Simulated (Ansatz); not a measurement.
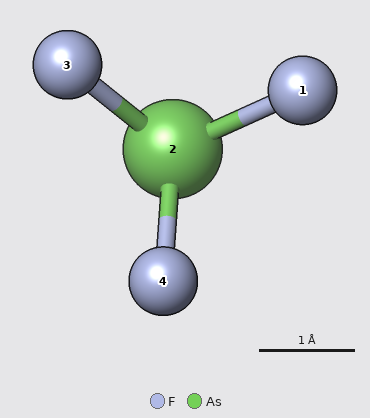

**Figure 1.** The structure as given in the input (ball-and-stick view, seen on its broad side; atoms are numbered from 1 in the order of the input). Bond lengths as drawn: As–F 1.72 Å.

## Geometry relaxation of AsF3

- system: AsF3
- method: RKS PBE-D4/def2-SVP (Ansatz 0.2.0)

The geometry: force-field start. Figures and captions count atoms from 1; the log counts them from 0 in places.

What the program printed:
```
Functional definition: PBE
  name "PBE"
  cite "Perdew, Burke & Ernzerhof, Phys. Rev. Lett. 77, 3865 (1996) doi:10.1103/PhysRevLett.77.3865"
  parent pbe
  parameter kappa = 0.804
  parameter beta = 0.06672455060314922
  exchange = pbe_x(kappa = kappa, mu = beta*pi^2/3)
  correlation = pbe_c(beta = beta)
807 factors; their error is unknown
mean field evaluation 1: about -68958.2788 eV, gradient 5.6e1 eV
mean field evaluation 2: about -68932.7729 eV, gradient 1.4e2 eV
mean field evaluation 4: about -68963.1968 eV, gradient 2.0e0 eV
mean field evaluation 8: about -68963.2090 eV, gradient 1.4e-1 eV
mean field evaluation 16: about -68963.1466 eV, gradient 3.6e-5 eV
mean field -68963.14656030 eV, -2534.3488911916 hartree, gradient 3.6e-5 eV, S^2 0.000000; 0 other end points of the search recorded, 0 dependent functions left out
the calculation of the forces begins
reference -68963.14658013 eV, -2534.3488919200 hartree; 30, 30 occupied and 44, 44 virtual orbitals, 807 factors
relax step   1: F+E_penalty+E_count = -68963.21049359 eV  Δ(F+E_penalty+E_count) = +0.000e0 eV  max|allowed force component| = 9.866e-1 eV/Å  Δτ_max = 0.0000 Å  (25 SCF iters, accepted)
these checks for a lower state are left out or cut short: starts, cluster_reference, orbital_swaps, neighbouring_geometries, increment
807 factors; their error is unknown
mean field -68963.23294365 eV, -2534.3520657210 hartree, gradient 2.3e-5 eV, S^2 0.000000; 0 other end points of the search recorded, 0 dependent functions left out
the calculation of the forces begins
reference -68963.23296350 eV, -2534.3520664503 hartree; 30, 30 occupied and 44, 44 virtual orbitals, 807 factors
relax step   2: F+E_penalty+E_count = -68963.29638406 eV  Δ(F+E_penalty+E_count) = -8.589e-2 eV  max|allowed force component| = 4.095e-1 eV/Å  Δτ_max = 0.0565 Å  (27 SCF iters, accepted)
these checks for a lower state are left out or cut short: starts, cluster_reference, orbital_swaps, neighbouring_geometries, increment
807 factors; their error is unknown
mean field -68963.24093473 eV, -2534.3523593879 hartree, gradient 2.7e-5 eV, S^2 0.000000; 0 other end points of the search recorded, 0 dependent functions left out
the calculation of the forces begins
reference -68963.24095441 eV, -2534.3523601110 hartree; 30, 30 occupied and 44, 44 virtual orbitals, 807 factors
relax step   3: F+E_penalty+E_count = -68963.30419426 eV  Δ(F+E_penalty+E_count) = -7.810e-3 eV  max|allowed force component| = 2.190e-1 eV/Å  Δτ_max = 0.0143 Å  (24 SCF iters, accepted)
these checks for a lower state are left out or cut short: starts, cluster_reference, orbital_swaps, neighbouring_geometries, increment
807 factors; their error is unknown
mean field evaluation 32: about -68963.2425 eV, gradient 4.9e-2 eV
mean field -68963.24250134 eV, -2534.3524169597 hartree, gradient 2.8e-5 eV, S^2 0.000000; 0 other end points of the search recorded, 0 dependent functions left out
the calculation of the forces begins
reference -68963.24252107 eV, -2534.3524176848 hartree; 30, 30 occupied and 44, 44 virtual orbitals, 807 factors
relax step   4: F+E_penalty+E_count = -68963.30574592 eV  Δ(F+E_penalty+E_count) = -1.552e-3 eV  max|allowed force component| = 1.548e-2 eV/Å  Δτ_max = 0.0100 Å  (24 SCF iters, accepted)
```

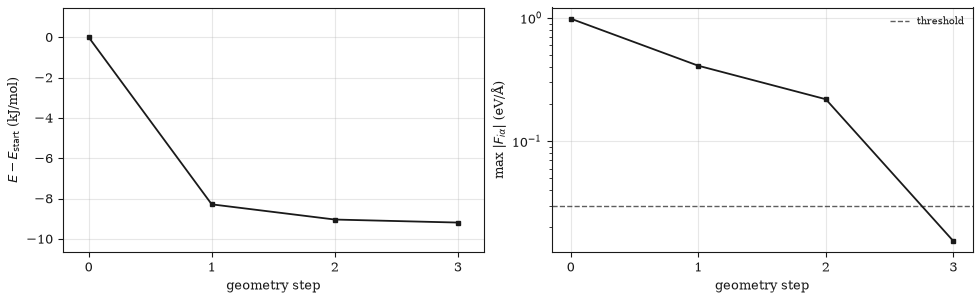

**Figure 2.** Progress of the relaxation, step by step (the first geometry is step 0 here and step 1 in the log).

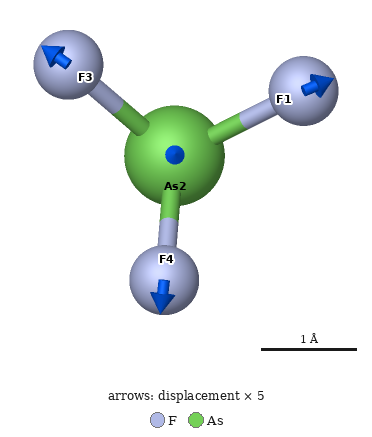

**Figure 3.** The starting structure with the displacements as blue arrows, magnified 5 times (ball-and-stick view, seen on its broad side). The two geometries are laid on each other by the best rigid fit. The largest moves after the best rigid fit, 0.073 Å, are those of F1, F3 and F4. Largest moves by element: F 0.073 Å, As 0.042 Å. Among the contacts that change: As2–F3 1.720 → 1.751 Å. Among the angles that change: F1–As2–F3 92.9° → 96.6°. After 3 geometry steps the energy has fallen by 9.19 kJ/mol. Largest force component: 0.99 eV/Å at the start, 0.015 eV/Å at the end. (Atoms are counted from 1 in the order of the input.)

```
807 factors; their error is unknown
mean field -68963.24250134 eV, -2534.3524169597 hartree, gradient 2.8e-5 eV, S^2 0.000000; 1 other end points of the search recorded, 0 dependent functions left out
the calculation of the forces begins
reference -68963.24252107 eV, -2534.3524176848 hartree; 30, 30 occupied and 44, 44 virtual orbitals, 807 factors
Total energy: -68963.30576565 eV, -2534.3547418801 hartree
Atom 0 at    -0.461115     0.402813     1.398058 Å, force     0.008313     0.003807    -0.005583 eV/Å
Atom 1 at    -0.464205    -0.459466    -0.126234 Å, force    -0.015476    -0.015296    -0.004172 eV/Å
Atom 2 at     1.232709    -0.892324    -0.116668 Å, force    -0.000355     0.010451     0.002221 eV/Å
Atom 3 at    -0.307398     0.948976    -1.155156 Å, force     0.007517     0.001037     0.007534 eV/Å
Dipole moment:    -0.336490    -0.333059    -0.091509 e Å
```

Trajectory as extended XYZ (Å, eV, eV/Å), 4 frames, from step=1 to step=4:
```
4
Properties=species:S:1:pos:R:3:forces:R:3 step=1 energy=-68963.21049
F    -0.4225    0.4008    1.3367   -0.3113   0.2950   0.9866
As   -0.4932   -0.4882   -0.1342   -0.3701  -0.3702  -0.0914
F     1.1915   -0.8333   -0.1068    0.8839  -0.6162  -0.0777
F    -0.2758    0.9208   -1.0957   -0.2024   0.6915  -0.8175
4
Properties=species:S:1:pos:R:3:forces:R:3 step=2 energy=-68963.29638
F    -0.4545    0.4000    1.3830   -0.0174   0.1962   0.3744
As   -0.4639   -0.4592   -0.1262   -0.4095  -0.4074  -0.1071
F     1.2207   -0.8808   -0.1151    0.4059  -0.1266  -0.0022
F    -0.3023    0.9399   -1.1418    0.0209   0.3378  -0.2652
4
Properties=species:S:1:pos:R:3:forces:R:3 step=3 energy=-68963.30419
F    -0.4575    0.4046    1.3960   -0.0407  -0.0855  -0.0913
As   -0.4712   -0.4664   -0.1281    0.2190   0.2172   0.0596
F     1.2329   -0.8879   -0.1157   -0.1295  -0.0174  -0.0115
F    -0.3041    0.9497   -1.1521   -0.0488  -0.1143   0.0432
4
Properties=species:S:1:pos:R:3:forces:R:3 step=4 energy=-68963.30575
F    -0.4611    0.4028    1.3981    0.0083   0.0038  -0.0056
As   -0.4642   -0.4595   -0.1262   -0.0155  -0.0153  -0.0042
F     1.2327   -0.8923   -0.1167   -0.0004   0.0105   0.0022
F    -0.3074    0.9490   -1.1552    0.0075   0.0010   0.0075
```

This output came from the following input.

Input:
```yaml
crystal:
  periodic: [false, false, false]
  atoms:
    - {symbol: F, position_ang: [-0.422490, 0.400770, 1.336680]}
    - {symbol: As, position_ang: [-0.493240, -0.488210, -0.134190]}
    - {symbol: F, position_ang: [1.191490, -0.833320, -0.106760]}
    - {symbol: F, position_ang: [-0.275770, 0.920760, -1.095730]}
basis:
  gaussian: {orbitals: def2-SVP}
hamiltonian: {xc: pbe, dispersion: d4}
relax: {f_tol: 0.03, max_steps: 200}
```

Run as:
```bash
ansatz run in.yaml --threads 4 --pin off --events-out ev --progress --plain --max-ram 10444MiB
```

Results in brief:

| quantity | value |
| --- | --- |
| outcome | converged |
| total energy | −68963.3058 eV |
| mean-field energy | −68963.2425 eV |
| dispersion energy | −0.0632 eV |
| SCF solution under orbital rotations | stable |
| largest force (length of the vector) at the end | 0.022 eV/Å |
| dipole moment | 2.32 D |
| hardware | 4 threads of Arm Neoverse V1, 23 GiB of memory available, shared host |
| wall time | 2.2 s (CPU time 7.5 s) |
| peak memory | 0.14 GiB |
